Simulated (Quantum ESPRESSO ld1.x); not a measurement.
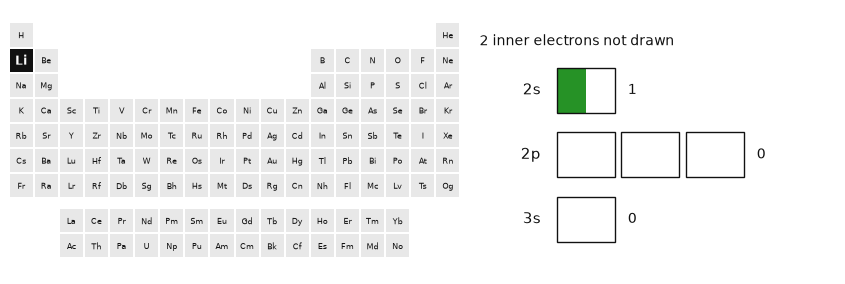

*Left, the place of lithium in the periodic table; right, the outer shells as the input fills them: a box for each of the 2l + 1 orbitals, shaded by the share of the shell that is filled, with the electron count at the right.*

# Run report: Li, atomic calculation

A free Li atom in the configuration [He] 2s1. Computed at this level: non-relativistic Kohn-Sham, LDA (Slater exchange, VWN5 correlation), spin-unpolarised, spherical densities, point nucleus (Quantum ESPRESSO ld1.x 7.5).

## The program's output
```
     Program LD1 v.7.5 starts

     --------------------------- All-electron run ----------------------------

     atomic number is  3.00
     dft =SLA-VWN   lsd =0 sic =0 latt =0  beta=0.20 tr2=1.0E-14
     Exchange-correlation= SLA-VWN
                           (   1   2   0   0   0   0   0)
     mesh =1589 r(mesh) = 100.02175 a.u. xmin = -7.00 dx = 0.00800
     1 Ry =  13.60569312 eV, c = 137.03599908

     n l     nl                  e(Ry)          e(Ha)          e(eV)
     1 0     1S 1( 2.00)      -3.757127638      -1.878563819    -51.1183257
                  -E_vel         0.0040         0.0020         0.0543
                  -E_Dar        -0.0032        -0.0016        -0.0439
     2 0     2S 1( 1.00)      -0.211079396      -0.105539698     -2.8718815
                  -E_vel         0.0001         0.0001         0.0020
                  -E_Dar        -0.0001        -0.0001        -0.0014
     2 1     2P 1( 0.00)      -0.082705301      -0.041352651     -1.1252629
                  -E_vel         0.0000         0.0000         0.0001
                  -E_Dar         0.0000         0.0000         0.0000
                  -E_S-O        -0.0000        -0.0000        -0.0000
     3 0     3S 1( 0.00)      -0.004196005      -0.002098002     -0.0570896
                  -E_vel         0.0000         0.0000         0.0002
                  -E_Dar        -0.0000        -0.0000        -0.0001

     relativistic eigenvalues in first order perturbation theory

     n l j   nl                  e(Ry)          e(Ha)          e(eV)
     1 0 0.5 1S 1             -3.757895971      -1.878947985    -51.1287794
     2 0 0.5 2S 1             -0.211123940      -0.105561970     -2.8724875
     2 1 0.5 2P 1             -0.082715567      -0.041357783     -1.1254026
     2 1 1.5 2P 1             -0.082706759      -0.041353380     -1.1252828
     3 0 0.5 3S 1             -0.004200633      -0.002100317     -0.0571525

     final scf error:  6.5E-15 reached in  17 iterations

     Etot =     -14.670391 Ry,      -7.335195 Ha,    -199.600834 eV

     Ekin =      14.474967 Ry,       7.237484 Ha,     196.941965 eV
     Encl =     -33.822083 Ry,     -16.911041 Ha,    -460.172879 eV
     Eh   =       7.981511 Ry,       3.990755 Ha,     108.593983 eV
     Exc  =      -3.304786 Ry,      -1.652393 Ha,     -44.963903 eV

     normalization and overlap integrals

     s(1S/1S) =  1.000000  <r> =   0.5887  <r2> =    0.4764  r(max) =   0.3669
     s(1S/2S) = -0.000000
     s(1S/3S) =  0.000000
     s(2S/2S) =  1.000000  <r> =   3.9339  <r2> =   18.4706  r(max) =   3.1311
     s(2S/3S) =  0.000000
     s(2P/2P) =  1.000000  <r> =   5.0162  <r2> =   31.0511  r(max) =   3.8860
     s(3S/3S) =  1.000000  <r> =  16.2386  <r2> =  334.5801  r(max) =  11.5350

     ------------------------ End of All-electron run ------------------------
```

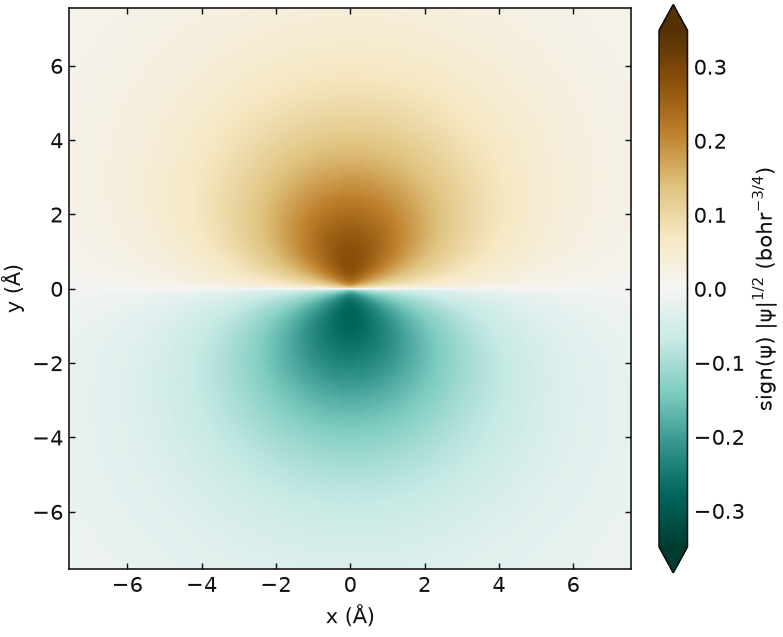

*The 2p(y) orbital. In the xy plane through the nucleus, the colour gives the signed square root of ψ. (1 bohr = 0.529 Å.) The radial function comes from the spherical calculation and is multiplied by a real spherical harmonic; the overall sign is chosen so that the largest lobe of P(r) is positive.*

It has the nodal plane xz and no radial node. The maximum of P² lies at 3.89 bohr, ⟨r⟩ = 5.02 bohr, 90 % of the charge lies within 8.23 bohr, and the eigenvalue is −1.13 eV (the orbital is empty).

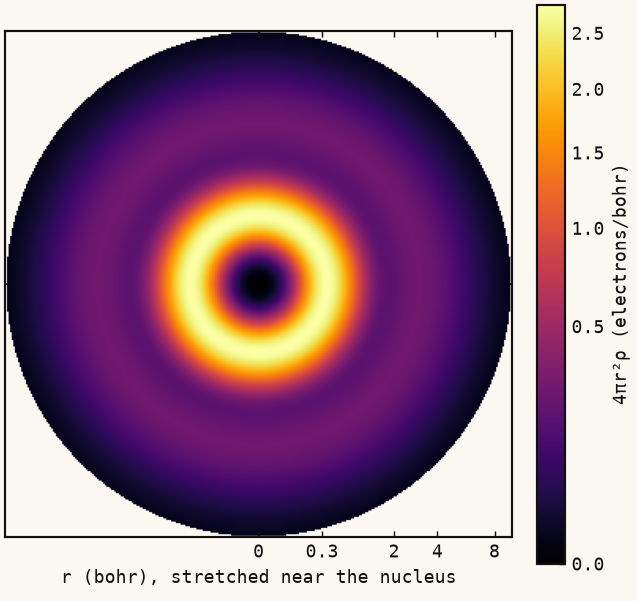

*The radial density 4πr²ρ as a disc about the nucleus, with the radius drawn as r to the power 0.4.*

There are 2 maxima, at r = 0.364 and 3.11 bohr, parted by a minimum at 1.83 bohr, inside which lie 2.1 electrons.

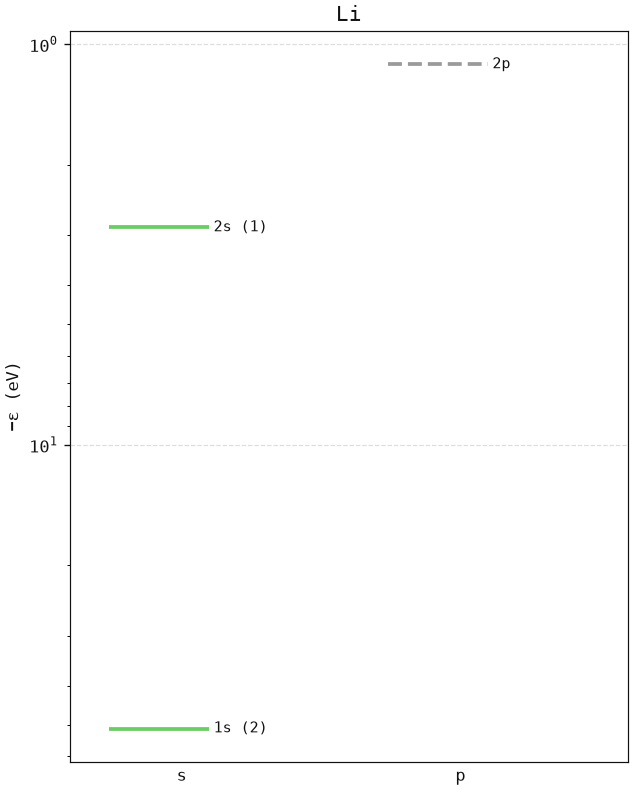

*The occupied levels and a few empty ones, on a logarithmic scale of binding energy, are drawn by angular momentum (occupations in brackets, empty levels dashed).*

The highest occupied level is 2s at −2.87 eV. From the top down the occupied levels run 2s (−2.87 eV), 1s (−51.1 eV). The lowest empty level drawn is 2p at −1.13 eV. The measured ionisation energy (NIST) is 5.39 eV; minus the highest level, 2.87 eV, lies 47 % below it, as is usual for a semilocal functional, whose potential decays too fast.

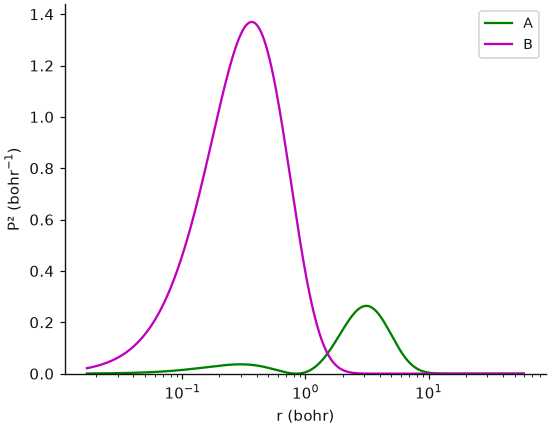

*The radial probability densities P² of 2s and 1s.*

A is 2s; B is 1s. 1s: outer maximum at 0.367 bohr, ⟨r⟩ = 0.589 bohr, 0 nodes, eigenvalue −51.1 eV; 2s: outer maximum at 3.13 bohr, ⟨r⟩ = 3.93 bohr, 1 node, eigenvalue −2.87 eV.

## Input file
```
 &input
    atom='Li',
    iswitch=1,
    rel=0,
    dft='SLA-VWN',
    config='[He] 2s1 2p0 3s0',
    relpert=.true.,
    verbosity='high',
    prefix='ld1',
    max_out_wfc=37,
    file_charge='ld1.rho',
 /
```

## Results in brief

| quantity | value |
| --- | --- |
| outcome | converged |
| total energy | −7.335196 hartree |
| kinetic energy | 7.237483 hartree |
| electron–nucleus energy | −16.911041 hartree |
| Hartree energy | 3.990756 hartree |
| exchange–correlation energy | −1.652393 hartree |
| radius at density 0.001 e/bohr³ | 4.15 bohr |
| SCF iterations | 17 |
| hardware | 1 CPU thread, shared host |
| wall time | 0.59 s |
